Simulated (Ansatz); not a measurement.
BPH6: several calculations on one system

## 1. Relaxation

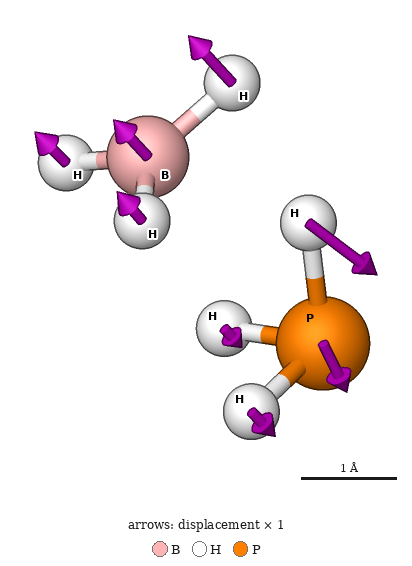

A relaxation of BPH$_{6}$. The starting structure is drawn; purple arrows show the displacements, at their true length. The two geometries are superimposed by the best rigid fit.

Style: ball-and-stick. Shown from a free direction.

The run prepares an end point of a later path (reaction) calculation, from a guessed geometry.

Level of theory: RHF/6-31G* (Ansatz). Settings: no spin polarisation; force threshold 0.03 eV/Å; at most 50 steps.

> Atoms of which element are displaced furthest, and by how much?

Hydrogen: up to 1.00 Å, against 0.69 Å for phosphorus.

> What happened in the run?

The atom that moves furthest after the best rigid fit is an H atom (1.00 Å). Largest moves by element: H 1.00 Å, P 0.69 Å, B 0.62 Å. Some distances before and after: H–P 1.414 → 1.404 Å. The energy falls by 5.20 kcal/mol in 11 accepted moves (12 points after the start). The largest force component goes from 0.62 to 0.0046 eV/Å. The line search rejected the trial step at point 11 of the run. The forces were under the threshold at step 5, but the run went on from there. Cost: 6.6 s on 1 thread of Arm Neoverse V1 (shared host), peak memory 0.09 GiB.

Limits of the set-up: Hartree-Fock leaves out electron correlation.

## 2. Relaxation

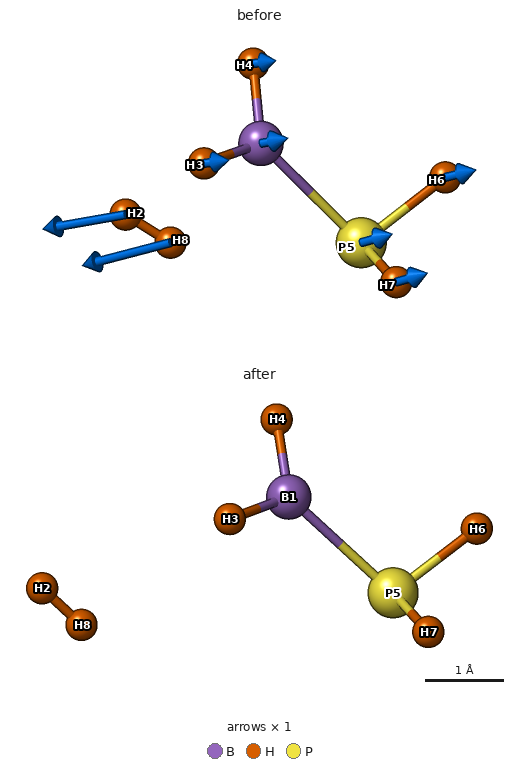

The structure of BPH$_{6}$ before (top) and after (bottom) a relaxation, at one scale. The blue arrows give the displacements, at their true length.

Style: ball-and-stick. Shown at a tilt.

The run prepares an end point of a later path (reaction) calculation, from a guessed geometry.

Theory: RHF/6-31G* (Ansatz 0.2.0).

Input
```yaml
crystal:
  periodic: [false, false, false]
  atoms:
    - { symbol: B, position_ang: [0.112714, -0.570741, -0.201463] }
    - { symbol: H, position_ang: [-0.123161, 0.5071, 1.926921] }
    - { symbol: H, position_ang: [1.092619, 0.090842, -0.282241] }
    - { symbol: H, position_ang: [-0.93669, -0.128775, -0.534383] }
    - { symbol: P, position_ang: [0.196173, -2.324632, 0.556488] }
    - { symbol: H, position_ang: [-0.70132, -3.003963, -0.278921] }
    - { symbol: H, position_ang: [1.386713, -2.809466, 0.000398] }
    - { symbol: H, position_ang: [-0.130048, -0.182766, 2.055502] }
basis:
  gaussian: { orbitals: "6-31G*" }
hamiltonian:
  xc: hf
relax:
  f_tol: 0.03
  max_steps: 50
output:
  orbitals: {}
```

Run as
```bash
ansatz run input.yaml --threads 1 --pin off --max-ram 2048MiB --backend cpu --events-out ev --progress --plain --runs-dir out
```

What changed between the two?

The energy falls by 0.251 eV in 11 accepted moves (12 points after the start). Largest force component: 1.3 eV/Å at the start, 0.0042 eV/Å at the end. The line search rejected the trial step at point 9 of the run. The forces were under the threshold at step 8, but the run went on from there. H8 moves most after the best rigid fit: 1.37 Å. By element the largest moves are H 1.37 Å, P 0.50 Å, B 0.42 Å. Among the contacts that change: H2–H8 0.702 → 0.730 Å, B1–P5 1.912 → 1.903 Å. Bond angles that change, for instance: B1–P5–H6 100.4° → 103.0°.

Limits of the set-up: the start holds two separate molecules, 2.3 Å apart at their closest, whose relative position is a soft coordinate and is computed without a dispersion correction; Hartree-Fock leaves out electron correlation.

## 3. Path

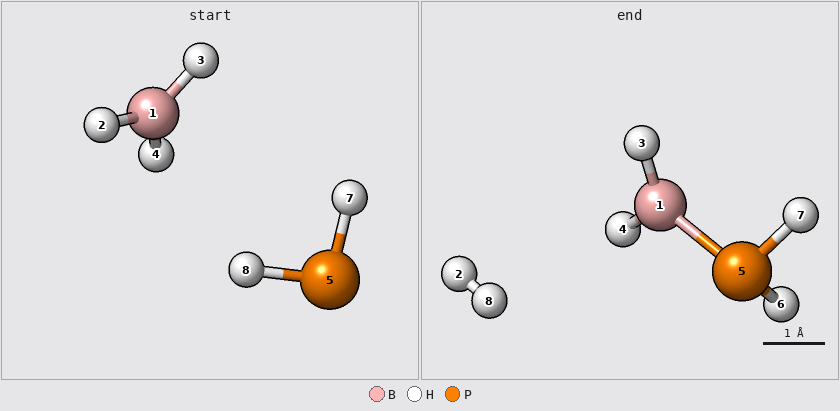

The two relaxed end points of a path for BPH₆, made up at the start of BH3 and PH₃. A ball-and-stick model, seen from a free direction.

Computed with RHF/6-31G* (Ansatz).

Run with 5 movable images; climbing image; force threshold 0.05 eV/Å; iteration limit 60.

Start:
```xyz
8

B    -0.0298    0.8000   -0.1462
H    -0.0530    1.2560    0.9510
H     1.0090    0.6349   -0.6992
H    -1.0458    0.5121   -0.6915
P     0.2278   -3.3960    1.1990
H    -0.5517   -3.0973    0.0713
H     1.4300   -2.9122    0.6615
H    -0.0896   -2.2200    1.8963
```

End:
```xyz
8

B     0.1967   -0.8594   -0.5108
H    -0.4589    1.3693    2.7805
H     1.1561   -0.1605   -0.5241
H    -0.8607   -0.4173   -0.8200
P     0.3176   -2.6232    0.1926
H    -0.5557   -3.3478   -0.6252
H     1.5362   -3.0818   -0.3182
H    -0.4342    0.6984    3.0675
```

**What barrier does the band find between them, and by what path?**

The highest point, image 3, lies 39.0 kcal/mol above the start and 34.5 kcal/mol above the end; the end is at +4.5 kcal/mol relative to the start. Breaking: B1–H2 (1.19 → 1.26 at the top → 4.03 Å), P5–H8 (1.40 → 1.78 at the top → 4.46 Å). Forming: B1–P5 (4.41 → 2.17 at the top → 1.90 Å), H2–H8 (3.60 → 1.09 at the top → 0.73 Å). The band converged in 20 iterations, with a climbing image at the top. At the top, the vibrational analysis gives one imaginary mode (1377i cm⁻¹), as a transition state must have.

Energies of the converged images:

| image | path (Å) | E (kcal/mol) |
| --- | --- | --- |
| 0 | 0.00 | 0.0 |
| 1 | 1.00 | 0.3 |
| 2 | 2.01 | 5.0 |
| 3 | 3.02 | 39.0 |
| 4 | 4.26 | 12.3 |
| 5 | 5.50 | 5.1 |
| 6 | 6.74 | 4.5 |

The geometry at the top of the path:

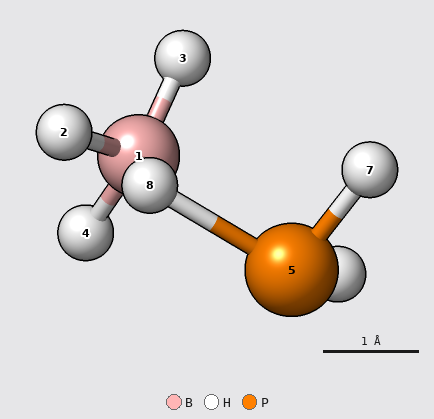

Limits of the set-up: the start holds two separate molecules, 3.6 Å apart at their closest, whose relative position is a soft coordinate and is computed without a dispersion correction; Hartree-Fock leaves out electron correlation.

The run took 45 s on 1 thread of Arm Neoverse V1, on a shared host, peak memory 0.089 GiB.
